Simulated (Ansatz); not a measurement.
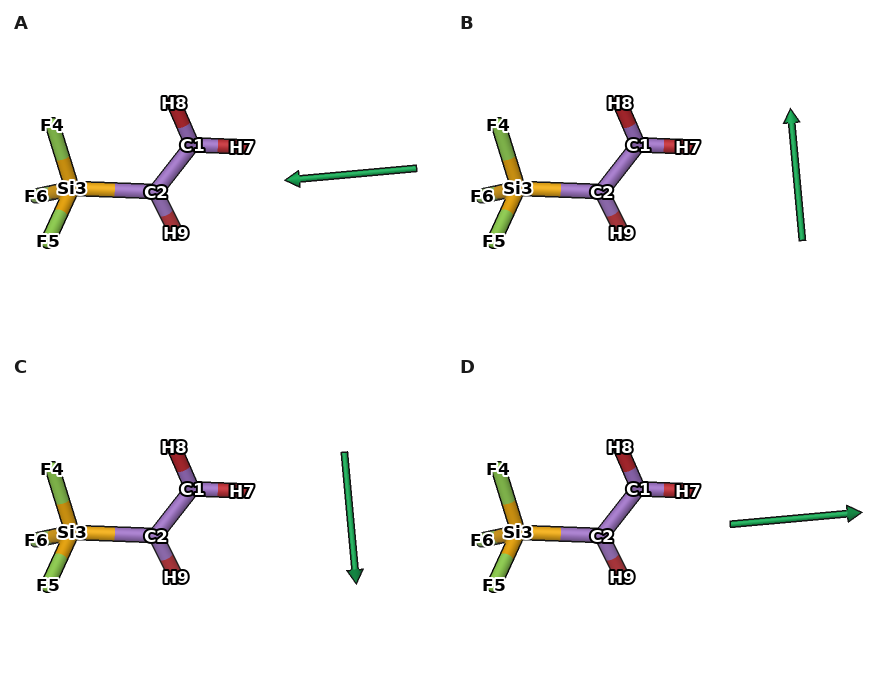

The same molecule four times, each with an arrow. Computed geometry: PBE0-D4/def2-TZVP optimisation. Method: RKS B3LYP-D4/def2-TZVPP (Ansatz 0.2.0).

**Which arrow points along the dipole moment, from the negative to the positive end?**

D. The dipole moment is 2.58 D; it points from the side of F5, F6 to the side of H7 (the outermost atoms at the two ends).
